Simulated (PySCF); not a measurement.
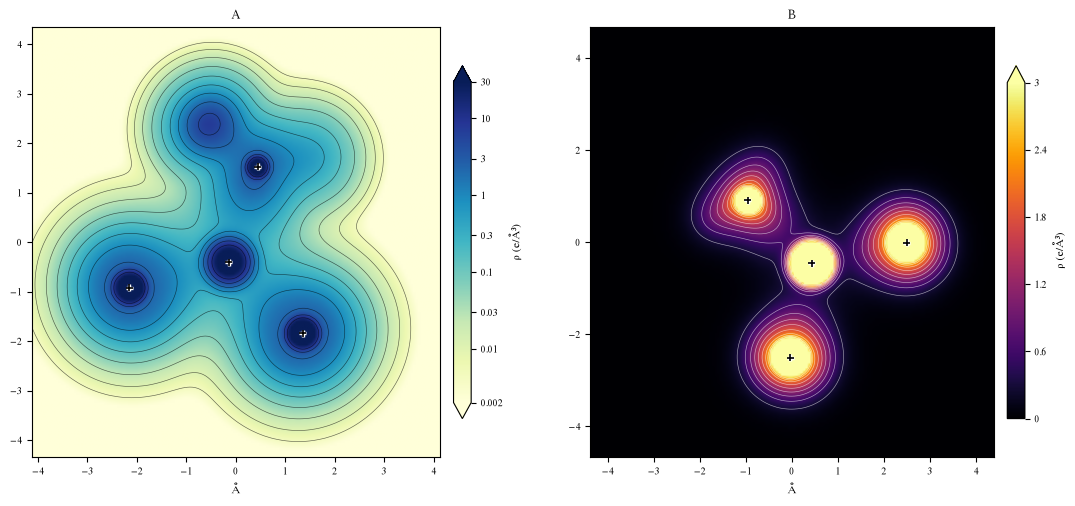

The electron density of 2 systems, each on a plane through atoms (crosses mark nuclei in the plane).

The calculation used PySCF, PBE0/pcSseg-1 Al:pcSseg-2, SCF density, gas phase, non-relativistic.

System 1: CAlCl₂F₃ (SMILES F[C](F)(F)[Al]([Cl])[Cl]), the plane of atoms Cl3, Al1 and C4. Geometry: PBE0-D3(BJ)/def2-SVP.

```xyz
7

Al    0.6111    0.8740   -0.0547
Cl    2.6810    0.8234    0.1390
Cl   -0.4047    2.6535   -0.4030
C    -0.4850   -0.8052    0.0542
F     0.1536   -1.8334    0.6279
F    -0.8466   -1.2058   -1.1803
F    -1.6176   -0.6084    0.7484
```

System 2: C₄H₉AlCl₂ (AlCl2(iBu)), the plane of atoms Cl3, Al1 and C4. Geometry: PBE0-D3(BJ)/def2-SVP.

```xyz
16

Al    0.9519    1.4697    1.1913
Cl    3.0552    1.4444    1.2453
Cl    0.0812    3.3809    1.0605
C    -0.0928   -0.1728    1.2828
C    -0.4487   -0.7396   -0.1026
C     0.8044   -1.0275   -0.9217
C    -1.3943    0.1849   -0.8599
H    -1.0107    0.0177    1.8658
H     0.4993   -0.9089    1.8545
H    -0.9740   -1.7004    0.0521
H     1.3591   -0.0955   -1.1434
H     0.5591   -1.4914   -1.8895
H     1.4970   -1.6957   -0.3877
H    -0.9234    1.1647   -1.0594
H    -2.3153    0.3794   -0.2892
H    -1.6823   -0.2437   -1.8324
```

Which map belongs to which system?

Panel A is system 1, CAlCl₂F₃: the plane holds Al, Cl and C. C–Al (2.01 Å): ρ at the midpoint is about 0.78 e/Å³. Panel B is system 2, C₄H₉AlCl₂: the plane holds Al, Cl and C. C–Al (1.95 Å): the density is about 0.77 e/Å³ at the midpoint.
